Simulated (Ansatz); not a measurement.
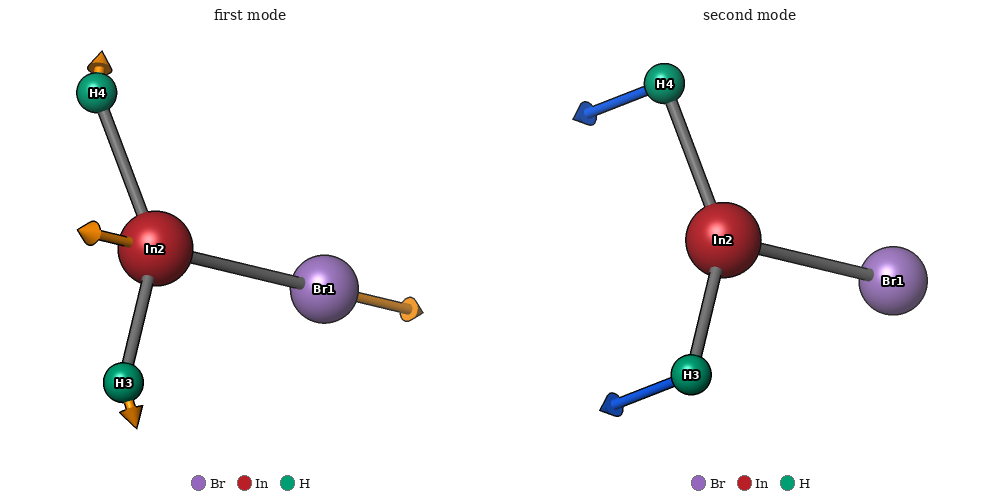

The system is BrH₂In, SMILES [Br][InH2]; the picture shows the reference structure; its two panels give the patterns of the first and the second mode as arrows. 
- Coordinates scanned: (1) normal mode 1 (258 cm⁻¹); (2) normal mode 3 (558 cm⁻¹).
- Nothing is relaxed (straight displacements along the two mass-weighted modes).
- The scan uses a 13 × 13 grid; 91 points were computed and 78 follow by symmetry.
- Points are written as (first, second).
- Energies are in kcal/mol, from the relaxed molecule at the same level.
- These are results of RHF-MP2, frozen core/def2-TZVP (Ansatz 0.2.0), not measurements.

Its coordinates:

```xyz
4

Br   -1.7608    0.6481   -1.0821
In    0.2458   -0.1017    0.1357
H     0.5464   -1.7567   -0.0383
H     1.0242    1.1500    0.9644
```

Range: normal mode 1 (258 cm⁻¹) from −2.86 to 2.86 amu½·Å; normal mode 3 (558 cm⁻¹) from −0.648 to 0.648 amu½·Å.

> What will the energy surface look like?

The lowest grid point is at (0.00 amu½·Å, 0.000 amu½·Å), 0.0 kcal/mol from the relaxed molecule at the same level. It is the only kind of minimum in the scanned range. The highest grid point, (−2.86 amu½·Å, −0.648 amu½·Å), lies 48.5 kcal/mol above the lowest.

```tsv
normal mode 3 (558 cm⁻¹) ↓, normal mode 1 (258 cm⁻¹) →	−2.86	−2.38	−1.90	−1.43	−0.95	−0.48	0.00	0.48	0.95	1.43	1.90	2.38	2.86
0.648	48.5	32.5	21.3	13.8	9.2	6.8	6.1	6.7	8.3	10.7	13.6	16.9	20.5
0.540	46.5	30.5	19.3	11.8	7.2	4.8	4.1	4.7	6.3	8.7	11.6	14.8	18.4
0.432	45.0	29.0	17.8	10.3	5.7	3.3	2.6	3.2	4.8	7.1	9.9	13.2	16.7
0.324	43.8	27.8	16.6	9.1	4.5	2.1	1.4	2.0	3.6	5.9	8.7	11.9	15.4
0.216	43.0	27.0	15.8	8.3	3.7	1.3	0.6	1.2	2.8	5.1	7.9	11.1	14.5
0.108	42.5	26.6	15.4	7.9	3.3	0.9	0.2	0.7	2.3	4.6	7.4	10.6	14.0
0.000	42.4	26.4	15.2	7.7	3.1	0.7	0.0	0.6	2.1	4.4	7.2	10.4	13.8
−0.108	42.5	26.6	15.4	7.9	3.3	0.9	0.2	0.7	2.3	4.6	7.4	10.6	14.0
−0.216	43.0	27.0	15.8	8.3	3.7	1.3	0.6	1.2	2.8	5.1	7.9	11.1	14.5
−0.324	43.8	27.8	16.6	9.1	4.5	2.1	1.4	2.0	3.6	5.9	8.7	11.9	15.4
−0.432	45.0	29.0	17.8	10.3	5.7	3.3	2.6	3.2	4.8	7.1	9.9	13.2	16.7
−0.540	46.5	30.5	19.3	11.8	7.2	4.8	4.1	4.7	6.3	8.7	11.6	14.8	18.4
−0.648	48.5	32.5	21.3	13.8	9.2	6.8	6.1	6.7	8.3	10.7	13.6	16.9	20.5
```

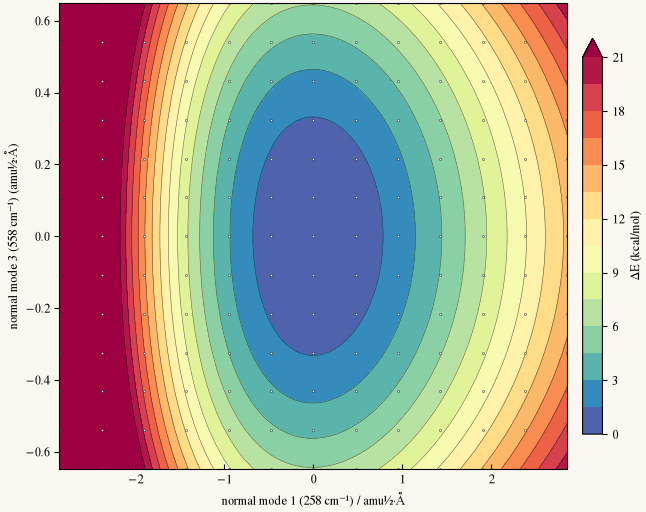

The picture shows filled contours, dots at the grid points, one colour for all values above the top of the scale. Between grid points the surface is interpolated.

The whole map (91 points run) took 5.5 min on 1 thread of Intel(R) Xeon(R) 6975P-C (Granite Rapids), with other jobs on the host.
